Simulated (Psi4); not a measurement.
# AlGeNH4O (SMILES [NH2][GeH]1[O][AlH]1) at PBE0/6-31G(d) (spherical functions)

Aim: the vertical ionisation energy of AlGeNH4O at PBE0/6-31G* (spherical functions), from 2 runs. 

The results are computed with Psi4 1.11.

## 1. The molecule

AlGeNH4O has 8 atoms, charge 0, and is taken as a singlet. SMILES: `[NH2][GeH]1[O][AlH]1`. The shape is that of a PBE0-D4/def2-TZVP optimisation. This is one conformer, not always the lowest.

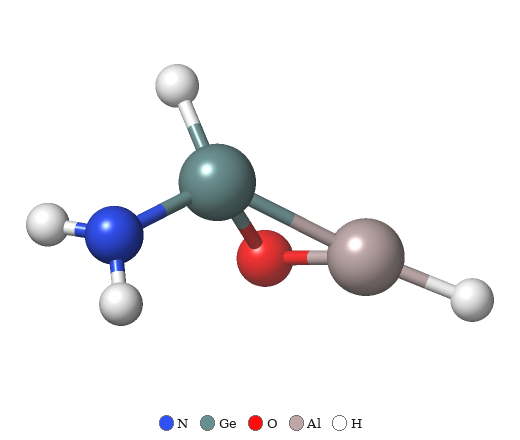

The structure, seen from a chosen angle (nitrogen blue, germanium teal, oxygen red, aluminium light grey, hydrogen white).

## 2. Energy and gradient at PBE0/6-31G(d) (spherical functions)

Input file calc.dat:

```
memory 2200 MB

molecule {
  N     -1.000700     1.330400     0.514400
  Ge     0.239100     0.000100     0.626900
  O      1.177500    -0.346000    -0.983500
  Al     0.431500    -1.856900    -0.769100
  H     -0.662600     2.276400     0.611900
  H     -1.682100     1.271200    -0.226100
  H      1.237900     0.511900     1.685400
  H      0.351700    -3.244100    -1.515600
  units angstrom
  symmetry c1
}

set basis 6-31G*
set puream true
set e_convergence 1e-09
set d_convergence 1e-08
set scf_type pk
set dft_radial_points 99
set dft_spherical_points 590

E, wfn = gradient("pbe0", return_wfn=True)
oeprop(wfn, "MAYER_INDICES", "QUADRUPOLE", "DIPOLE")
```

Command:

```
$ psi4 calc.dat calc.out -n 1
```

calc.out, shortened:

```text
[...]
  Running in c1 symmetry.
[...]
  Nuclear repulsion =  340.293350251446270
[...]
  Multiplicity = 1
[...]
  Nalpha       = 32
  Nbeta        = 32
[...]
    Number of basis functions: 86
[...]
   @RKS iter   1: -2449.36458176244514   -2.06457e+00   3.22814e-02 ADIIS/DIIS
[...]
   @RKS iter  13: -2451.00739248535683   -5.91172e-12   8.63633e-09 DIIS
[...]
    Orbital Energies [Eh]
    ---------------------
    Doubly Occupied:
       1A   -399.087878     2A    -56.167811     3A    -49.939013
       4A    -44.423308     5A    -44.422161     6A    -44.421799
       7A    -19.184841     8A    -14.373503     9A     -6.304081
      10A     -4.459657    11A     -4.456822    12A     -4.455909
      13A     -4.196891    14A     -2.729427    15A     -2.725121
      16A     -2.722939    17A     -1.238454    18A     -1.236554
      19A     -1.233914    20A     -1.232211    21A     -1.231007
      22A     -0.938392    23A     -0.859598    24A     -0.536929
      25A     -0.497390    26A     -0.421794    27A     -0.395782
      28A     -0.365712    29A     -0.345974    30A     -0.305240
      31A     -0.269235    32A     -0.226918
[...]
  @RKS Final Energy: -2451.00739248535683
   => Energetics <=
    Nuclear Repulsion Energy =            340.2933502514462702
    One-Electron Energy =               -4091.1526336141132560
    Two-Electron Energy =                1386.1383187289661691
    DFT Exchange-Correlation Energy =     -86.2864278516556737
    Empirical Dispersion Energy =           0.0000000000000000
    VV10 Nonlocal Energy =                  0.0000000000000000
    Total Energy =                      -2451.0073924853568315
[...]
  -Total Gradient:
     Atom            X                  Y                   Z
    ------   -----------------  -----------------  -----------------
       1        0.001850539003     0.000379960289    -0.003422386190
       2        0.002533808475     0.000585740425    -0.002293571549
       3       -0.007607959486    -0.008097004542     0.005504418509
       4        0.004848796223     0.007772693194    -0.002236820823
       5       -0.002134846120    -0.002683604470     0.000018371545
       6        0.001799160514     0.001085759040     0.002650149658
       7       -0.001237252237    -0.000881179061    -0.001451708680
       8       -0.000071866180     0.001812832646     0.001217285399
[...]
 Multipole Moments:
 ------------------------------------------------------------------------------------
     Multipole            Electronic (a.u.)      Nuclear  (a.u.)        Total (a.u.)
 ------------------------------------------------------------------------------------
 L = 1.  Multiply by 2.5417464519 to convert [e a0] to [Debye]
 Dipole X            :          1.2805712           -1.7206821           -0.4401110
 Dipole Y            :         -0.9935251            0.7239704           -0.2695548
 Dipole Z            :          3.7327084           -3.7933523           -0.0606439
 Magnitude           :                                                    0.5196490
 L = 2.  Multiply by 1.3450342976 to convert [e a0^2] to [Debye ang]
 Quadrupole XX       :       -116.5689930           85.0297186          -31.5392745
 Quadrupole XY       :         81.4079785          -82.9999160           -1.5919376
[...]
```

Wall time 29 s (1 thread of Intel Xeon Platinum 8375C at 2.90GHz (Ice Lake), shared host); peak memory 1.2 GiB.

## 3. The doublet cation at the same level

Input file input.in:

```
memory 2200 MB

molecule molecule1 {
  1 2
  N     -1.000700     1.330400     0.514400
  Ge     0.239100     0.000100     0.626900
  O      1.177500    -0.346000    -0.983500
  Al     0.431500    -1.856900    -0.769100
  H     -0.662600     2.276400     0.611900
  H     -1.682100     1.271200    -0.226100
  H      1.237900     0.511900     1.685400
  H      0.351700    -3.244100    -1.515600
  symmetry c1
}

set basis 6-31G*
set reference uks
set puream true
set e_convergence 1e-09
set d_convergence 1e-08
set scf_type pk
set dft_radial_points 99
set dft_spherical_points 590
set maxiter 100

e_tot, wfn = gradient("pbe0", return_wfn=True)
oeprop(wfn, "WIBERG_LOWDIN_INDICES", "LOWDIN_CHARGES", "QUADRUPOLE")
```

Command:

```
$ psi4 input.in input.out -n 1
```

input.out, shortened:

```text
[...]
  Running in c1 symmetry.
[...]
  Nuclear repulsion =  340.293350251446270
[...]
  Multiplicity = 2
[...]
  Nalpha       = 32
  Nbeta        = 31
[...]
    Number of basis functions: 86
[...]
   @UKS iter   1: -2449.26876113852404   -1.96875e+00   3.15028e-02 ADIIS/DIIS
[...]
   @UKS iter  18: -2450.70702155428398   -5.91172e-12   8.19542e-09 DIIS
[...]
   @S^2 Observed:                7.570531923E-01
[...]
  @UKS Final Energy: -2450.70702155428398
   => Energetics <=
    Nuclear Repulsion Energy =            340.2933502514462702
    One-Electron Energy =               -4076.1376012987484501
    Two-Electron Energy =                1371.1879584871071529
    DFT Exchange-Correlation Energy =     -86.0507289940887858
    Empirical Dispersion Energy =           0.0000000000000000
    VV10 Nonlocal Energy =                  0.0000000000000000
    Total Energy =                      -2450.7070215542839833
  UHF NO Occupations:
  HONO-2 :   30  A 1.9994268
  HONO-1 :   31  A 1.9975469
[...]
  -Total Gradient:
     Atom            X                  Y                   Z
    ------   -----------------  -----------------  -----------------
       1       -0.007938480117     0.025363208644     0.009513613558
       2       -0.003547050913    -0.071717626126    -0.019204109393
       3        0.010278480756    -0.001306149922    -0.012828417164
       4       -0.006048753770     0.046163633657     0.036238103085
       5       -0.001644872411    -0.005438679449    -0.010200086138
       6        0.005385395977    -0.000771642333     0.003670490243
       7        0.000762572618     0.009301809812    -0.001541485183
       8        0.002733423209    -0.001617216711    -0.005662388677
[...]
```

Wall time 44 s (1 thread of Intel Xeon Platinum 8375C at 2.90GHz (Ice Lake), shared host); peak memory 1.2 GiB.

## 4. Results

Level: PBE0/6-31G* (spherical functions).

| quantity | value |
| --- | --- |
| singlet AlGeNH4O: total energy | -2451.00739 Eh |
| singlet AlGeNH4O: dipole moment | 1.32 D |
| singlet AlGeNH4O: HOMO energy | -6.17 eV |
| singlet AlGeNH4O: LUMO energy | -1.20 eV |
| singlet AlGeNH4O: HOMO–LUMO gap | 4.98 eV |
| singlet AlGeNH4O: largest force on an atom | 0.638 eV/Å |
| doublet cation: total energy | -2450.70702 Eh |
| doublet cation: HOMO energy (highest over α and β) | -12.67 eV |
| doublet cation: LUMO energy (lowest over α and β) | -10.16 eV |
| doublet cation: ⟨S²⟩ | 0.757 |
| doublet cation: largest force on an atom | 3.822 eV/Å |
| vertical ionisation energy (to the doublet cation) | 8.174 eV |

**Reading.** Removing an electron at fixed nuclei costs 8.17 eV (789 kJ/mol). The largest force (singlet AlGeNH4O) is 0.64 eV/Å: the shape isn't a stationary point for this species at this level. The negative HOMO energy of the first species, 6.17 eV, lies 2.00 eV below that difference.
